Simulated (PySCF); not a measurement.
Te(OH)(SeH), SMILES [SeH][Te]O (H₂OSeTe) at its CAM-B3LYP/def2-SVP optimised geometry (Å):

```
5

Te    -0.8831    -1.2295     0.0000
O      1.1087    -1.2295     0.0000
H      1.4084    -1.1042     0.9113
Se    -1.4084     1.2295     0.0000
H     -1.3315     1.4292    -1.4567
```

Level of theory: CAM-B3LYP/def2-TZVP, def2 effective core potentials past Kr in PySCF 2.14.0. The core electrons that the potentials of Te replace are not part of the density.

Map of the Laplacian of the electron density (e/bohr⁵), clipped to [-1.50, 1.50] on the plane z = 0.6 Å:

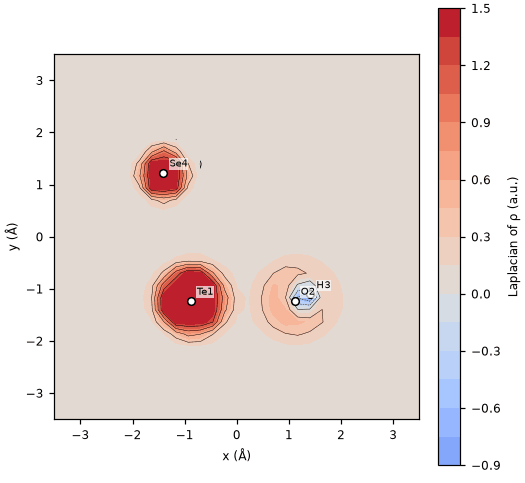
Laplacian of the electron density (e/bohr⁵), clipped to [-1.50, 1.50] on the plane z = 0.6 Å.
